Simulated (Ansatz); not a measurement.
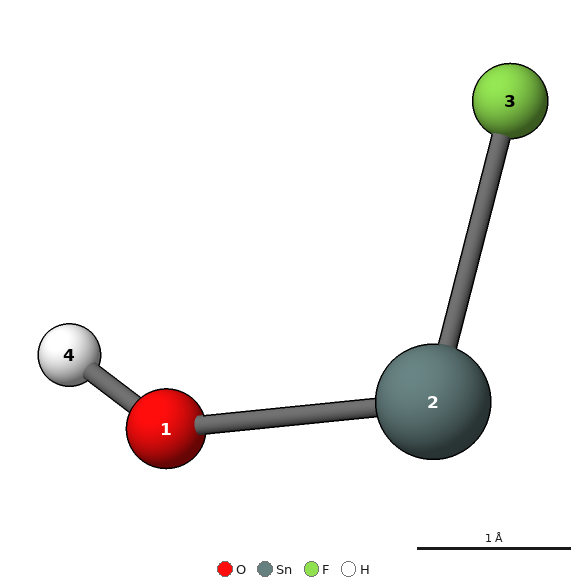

Simulated data, not a measurement (program: Ansatz).

Orthographic view with a scale bar. Geometry: atoms displaced at random (about 0.03 Å) from a stationary point of GFN2-xTB.

Write Cartesian coordinates in Å in the frame of the picture: x to the right, y up, z towards the viewer, origin at the mean of the atomic positions.

```xyz
4
FHOSn
O   -0.84  -0.70  -0.31
Sn   0.91  -0.53   0.76
F    1.41   1.45   0.35
H   -1.48  -0.22  -0.80
```
